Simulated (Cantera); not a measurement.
A closed system holds: 1 mol c-C4F8, 0.27 mol H2, equilibrated at 0.133 bar.

Method: chemical equilibrium by Gibbs-energy minimisation in Cantera with the NASA 1993 tables (ideal gas, pure condensed phases). Candidate condensed phases: C, C6H6, C7H8, C8H18; 95 gas species. The feed counts by its element totals alone. The tables' values for C2F4 are old estimates; treat these amounts as uncertain. Gases not in the tables: C2F6 and larger saturated fluorocarbons. Rates play no part.

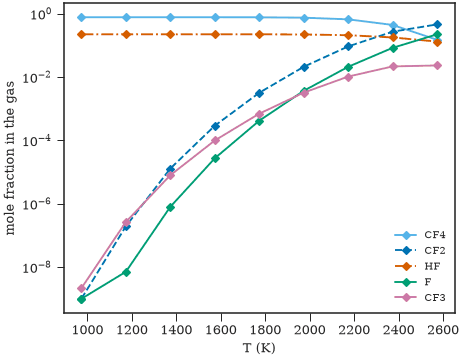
*Equilibrium gas composition (values under 1e-9 drawn at 1e-9)*

Question: Read off the mole fractions at 2573 K.

Answer: CF2 about 0.46, F about 0.22, CF4 about 0.15, HF about 0.13, CF3 about 0.023.
